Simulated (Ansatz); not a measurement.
C4H13NSi (SMILES CN(C)[SiH](C)C)

```yaml
atoms:
  - { symbol: C, position_ang: [0.3685, -1.6455, 0.8553] }
  - { symbol: N, position_ang: [0.8404, -0.4710, 0.1683] }
  - { symbol: C, position_ang: [1.9529, -0.7361, -0.7079] }
  - { symbol: Si, position_ang: [-0.1674, 0.9063, -0.0946] }
  - { symbol: C, position_ang: [-1.3904, 0.7075, -1.5028] }
  - { symbol: C, position_ang: [-1.0995, 1.3157, 1.4726] }
  - { symbol: H, position_ang: [1.1748, -2.0968, 1.4483] }
  - { symbol: H, position_ang: [-0.0035, -2.4222, 0.1680] }
  - { symbol: H, position_ang: [-0.4409, -1.3938, 1.5435] }
  - { symbol: H, position_ang: [2.3031, 0.1901, -1.1697] }
  - { symbol: H, position_ang: [1.7027, -1.4427, -1.5154] }
  - { symbol: H, position_ang: [2.7934, -1.1667, -0.1478] }
  - { symbol: H, position_ang: [0.7643, 2.0153, -0.4536] }
  - { symbol: H, position_ang: [-0.8780, 0.4764, -2.4403] }
  - { symbol: H, position_ang: [-2.0984, -0.1011, -1.2994] }
  - { symbol: H, position_ang: [-1.9661, 1.6253, -1.6551] }
  - { symbol: H, position_ang: [-0.4232, 1.3985, 2.3262] }
  - { symbol: H, position_ang: [-1.8582, 0.5643, 1.7060] }
  - { symbol: H, position_ang: [-1.6162, 2.2722, 1.3551] }
```

Geometry: PBE0-D4/def2-TZVP.

Method: RKS PBE0-D4/def2-TZVPP (Ansatz 0.2.0).

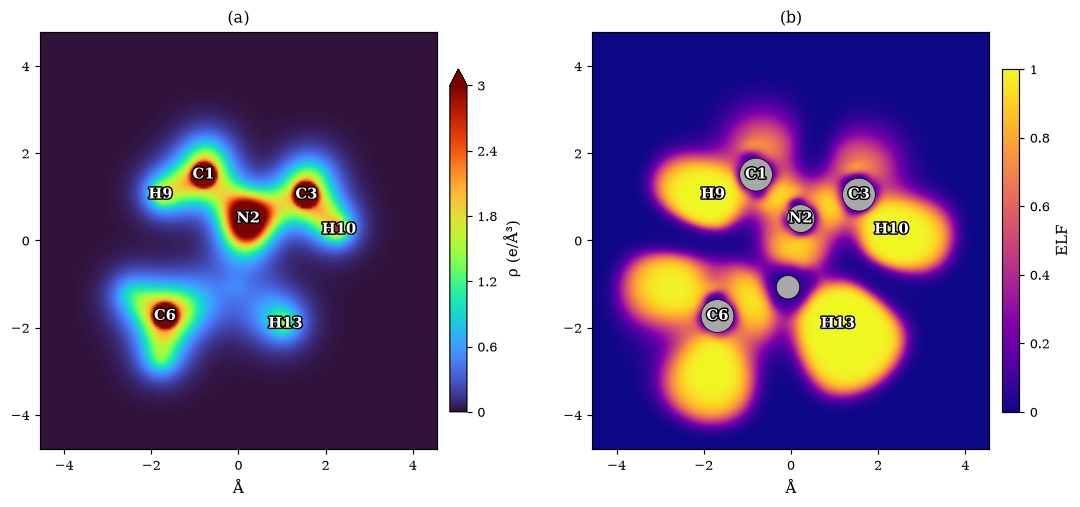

Figure 1. (a) total electron density; (b) ELF on the plane of atoms N2, C3 and H10. Grey discs cover the atomic cores in the ELF map.

Question: Interpret the plot.

Answer: The section cuts through C, N and H sites. C–N (1.44 Å): the density is about 2 e/Å³ at the midpoint; the ELF peaks at about 0.90 between the atoms (a shared electron pair). C–H (1.09 Å): ρ at the midpoint is about 2 e/Å³; the ELF climbs to about 1 towards the hydrogen, as it does in any bond to H: a covalent bond by its length.

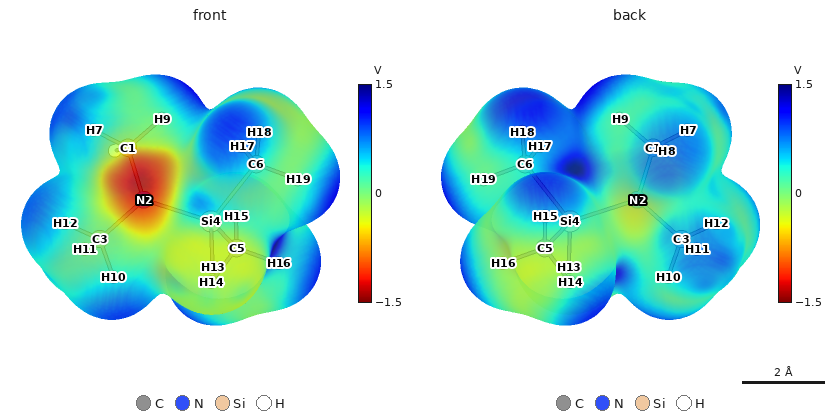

Figure 2. The molecular electrostatic potential painted on the density surface at 0.004 e/bohr³, seen from the front and from behind; red is negative and blue positive.

Question: Describe the electrostatic potential map.

Answer: The most negative region (about −1.2 V) lies over N2, the most positive (about +1.3 V) over Si4. N2 is the likeliest acceptor of a hydrogen bond.

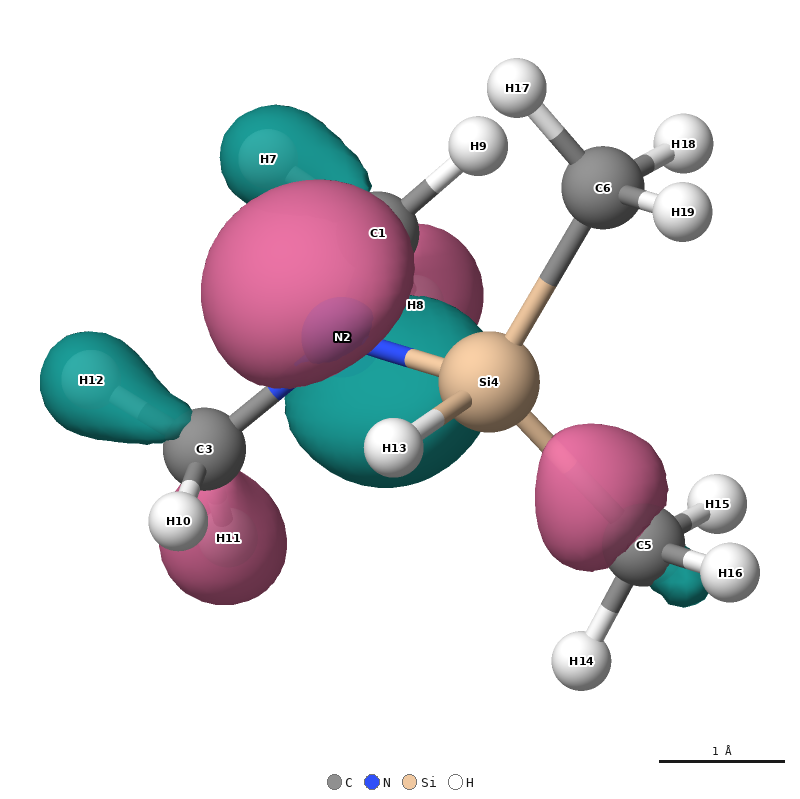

Figure 3. The HOMO at ±0.15 Å⁻³ᐟ² (teal and pink are the two phases), seen at a tilt.

Question: Describe this orbital and give its energy.

Answer: It lies mainly on N2 (about 50 %), Si4 (about 10 %), C1 (about 10 %) and C3 (about 5 %). Its energy is −6.10 eV.
